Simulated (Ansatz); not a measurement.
```xyz
9

B    -1.0754    0.8911   -0.9784
Ge    0.6181    0.1296   -0.0979
N     0.2104   -1.3474    0.9317
H    -2.1816    0.6259   -0.5711
H    -0.9840    1.6661   -1.9012
H     1.2795    1.2963    0.7012
H     1.6723   -0.3401   -1.1223
H     1.0004   -1.7381    1.4392
H    -0.5397   -1.1834    1.5988
```

Level of theory: Ansatz, RKS PBE0/def2-SVP.

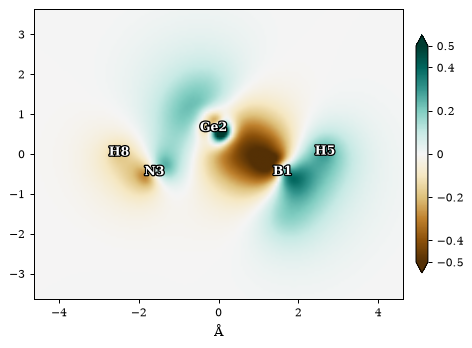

BGeH$_{6}$N. The HOMO−1 on the plane of atoms Ge2, N3 and H8 (values in Å⁻³ᐟ²; the overall sign is arbitrary).

### What is the character of this orbital?

By Hirshfeld shares it lies mainly on Ge2 (about 35 %), B1 (about 35 %), N3 (about 5 %), H7 (about 5 %) and H4 (about 5 %). Its energy is −8.24 eV.
